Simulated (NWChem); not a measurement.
# PBE0/def2-SVP run of CH5Al (SMILES [CH3][AlH2])

What is the vertical ionisation energy of CH5Al at PBE0/def2-SVP? 

Program for the calculation: NWChem 7.3.0.

2 further runs of the same task are left out: 2 set aside as unsound or not needed.

**1. The molecule**

The species is CH5Al (7 atoms), meant as a singlet with charge 0. As SMILES, `[CH3][AlH2]`. The coordinates come from a PBE0-D4/def2-TZVP relaxation.

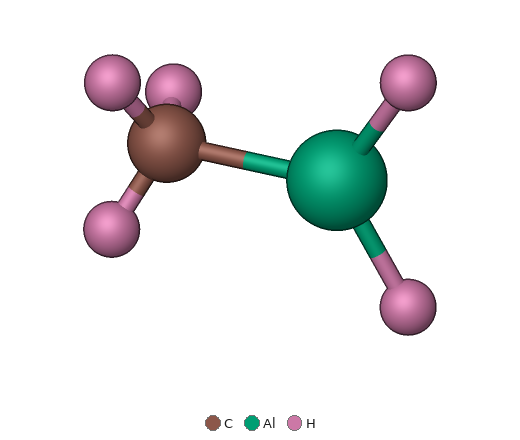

Viewed from a chosen angle; carbon brown, aluminium teal, hydrogen pink.

**2. The energy at PBE0/def2-SVP**

Contents of geom.nw:

```
start geom
memory 2200 mb
charge 0

geometry units angstroms noautosym nocenter noautoz
C       -0.448500      -0.695600      -0.355500
Al       0.562900       0.778300       0.424700
H       -1.063100      -1.219600       0.380800
H       -1.134400      -0.306400      -1.118200
H        0.193400      -1.425500      -0.855600
H        0.016000       1.549300       1.703400
H        1.934800       1.251600      -0.225400
end

basis spherical bse
C library def2-SVP
Al library def2-SVP
H library def2-SVP
end

dft
xc pbe0
grid fine
convergence energy 1e-08
maxiter 100
mulliken
noprint "final vectors analysis"
end

task dft energy
```

Started as:

```sh
nwchem geom.nw > geom.out
```

Standard output:

```text
[...]
          Wavefunction type:  closed shell.
          No. of atoms     :     7
          No. of electrons :    24
[...]
          Charge           :     0
          Spin multiplicity:     1
[...]
          AO basis - number of functions:    57
[...]
              XC Information
              --------------
                         PBE0 Method XC Functional
                     Hartree-Fock (Exact) Exchange  0.250
          PerdewBurkeErnzerhof Exchange Functional  0.750
            Perdew 1991 LDA Correlation Functional  1.000 local
           PerdewBurkeErnz. Correlation Functional  1.000 non-local
[...]
 d= 0,ls=0.0,diis     1   -283.2259879472 -3.34D+02  7.77D-03  1.37D-01     0.6
[...]
 d= 0,ls=0.0,diis     7   -283.2447804645 -4.66D-09  4.22D-07  2.36D-10     3.2
         Total DFT energy =     -283.244780464513
      One electron energy =     -491.617154071090
           Coulomb energy =      183.498444155526
    Exchange-Corr. energy =      -25.744525942030
 Nuclear repulsion energy =       50.618455393081
[...]
      Total Density - Mulliken Population Analysis
     ---------------------------------------------
    Atom       Charge   Shell Charges
 -----------   ------   -------------------------------------------------------
    1 C    6     6.45   1.99  0.87  0.32  2.11  1.16  0.01
    2 Al  13    12.40   2.00  1.99  0.97  0.12  5.92  0.83  0.44  0.13
    3 H    1     0.93   0.72  0.18  0.03
    4 H    1     0.93   0.72  0.19  0.03
    5 H    1     0.93   0.72  0.18  0.03
    6 H    1     1.18   0.71  0.46  0.01
    7 H    1     1.18   0.71  0.46  0.01
[...]
```

Wall time 3.9 s (1 thread of Intel Xeon 6975P-C (Granite Rapids), shared host); peak memory 0.11 GiB.

**3. The doublet cation, same level**

Contents of run.xyz:

```xyz
7

C     -0.448500    -0.695600    -0.355500
Al     0.562900     0.778300     0.424700
H     -1.063100    -1.219600     0.380800
H     -1.134400    -0.306400    -1.118200
H      0.193400    -1.425500    -0.855600
H      0.016000     1.549300     1.703400
H      1.934800     1.251600    -0.225400
```

Contents of run.nw:

```
start run
memory 2200 mb
charge 1

geometry units angstroms noautosym nocenter noautoz
  load format xyz run.xyz
end

basis spherical bse
  * library def2-SVP
end

dft
  xc pbe0
  mult 2
  grid fine
  convergence energy 1e-08
  iterations 100
  mulliken
  noprint "final vectors analysis"
end

task dft energy
```

Started as:

```sh
nwchem run.nw > run.out
```

Standard output:

```text
[...]
          Wavefunction type:  spin polarized.
          No. of atoms     :     7
          No. of electrons :    23
[...]
          Charge           :     1
          Spin multiplicity:     2
[...]
          AO basis - number of functions:    57
[...]
              XC Information
              --------------
                         PBE0 Method XC Functional
                     Hartree-Fock (Exact) Exchange  0.250
          PerdewBurkeErnzerhof Exchange Functional  0.750
            Perdew 1991 LDA Correlation Functional  1.000 local
           PerdewBurkeErnz. Correlation Functional  1.000 non-local
[...]
 d= 0,ls=0.0,diis     1   -282.7132497967 -3.33D+02  1.29D-02  2.83D-01     0.8
[...]
 d= 0,ls=0.5,diis    43   -282.8515162804  1.07D-09  9.32D-07  5.82D-07    30.1
[...]
         Total DFT energy =     -282.851516315015
      One electron energy =     -485.509893695715
           Coulomb energy =      177.475095630238
    Exchange-Corr. energy =      -25.435173642618
 Nuclear repulsion energy =       50.618455393081
[...]
      Total Density - Mulliken Population Analysis
     ---------------------------------------------
    Atom       Charge   Shell Charges
 -----------   ------   -------------------------------------------------------
    1 C    6     6.45   1.99  0.88  0.32  2.10  1.15  0.01
    2 Al  13    12.19   2.00  1.99  1.11  0.01  5.92  0.77  0.27  0.12
    3 H    1     0.85   0.70  0.12  0.03
    4 H    1     0.86   0.70  0.13  0.03
    5 H    1     0.85   0.70  0.12  0.03
    6 H    1     0.89   0.63  0.26  0.01
    7 H    1     0.90   0.63  0.26  0.01
[...]
      <S2> =      0.7703 (Exact =     0.7500)
[...]
```

Wall time 32 s (1 thread of Intel Xeon 6975P-C (Granite Rapids), shared host); peak memory 0.11 GiB.

**4. What came out**

At PBE0/def2-SVP:

| quantity | value |
| --- | --- |
| singlet CH5Al: total energy | -283.24478 Eh |
| singlet CH5Al: dipole moment | 0.79 D |
| doublet cation: total energy | -282.85152 Eh |
| doublet cation: ⟨S²⟩ | 0.770 |
| vertical ionisation energy (to the doublet cation) | 10.701 eV |

In words: Removing an electron at fixed nuclei costs 10.70 eV (1033 kJ/mol). Mulliken charges (doublet cation) run from -0.45 on C1 to +0.81 on Al2.
